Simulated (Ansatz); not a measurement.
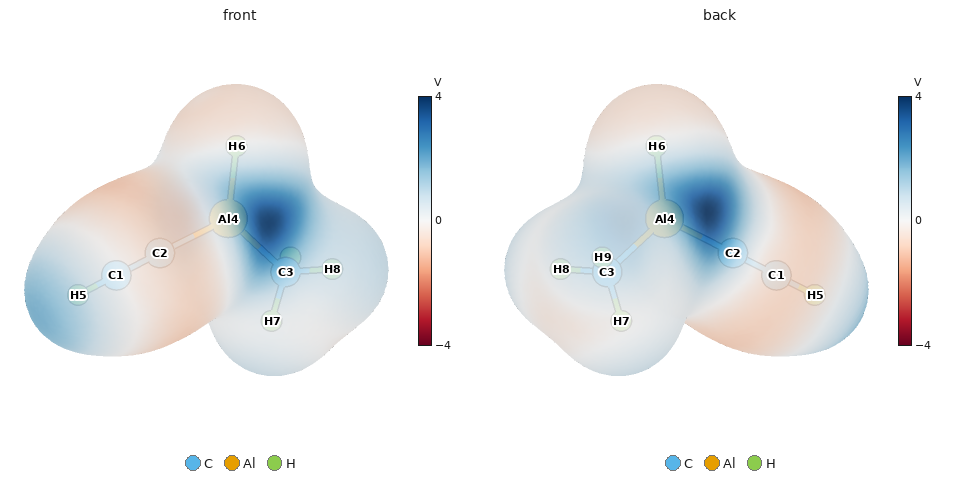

*C₃H₅Al (SMILES C#[C][AlH][CH3]). The molecular electrostatic potential painted on the density surface at 0.002 e/bohr³, seen from the front and from behind; the colour scale runs from red (negative) to blue (positive).*

Geometry: B3LYP-D3(BJ)/def2-SVP.

The calculation used isolated molecule in a Gaussian basis; Kohn-Sham density functional theory, functional PBE0 (Ansatz).

| atom | x (Å) | y (Å) | z (Å) |
| --- | --- | --- | --- |
| C | -1.8578 | -2.3101 | 1.0074 |
| C | -1.6033 | -1.1643 | 0.6644 |
| C | 0.6421 | 1.1369 | -0.3114 |
| Al | -1.1929 | 0.6296 | 0.1240 |
| H | -2.0834 | -3.3173 | 1.3097 |
| H | -2.3864 | 1.6670 | 0.0553 |
| H | 1.3394 | 0.2845 | -0.2928 |
| H | 1.0146 | 1.8932 | 0.4034 |
| H | 0.6988 | 1.6060 | -1.3097 |

### Describe the electrostatic potential map.

The most negative region (about −0.9 V, or −21 kcal/mol for a unit charge) lies over C1 and C2, the most positive (about +3.8 V, or +88 kcal/mol for a unit charge) over Al4.

### How polar is the molecule by this calculation?

Its dipole moment is 0.64 D.
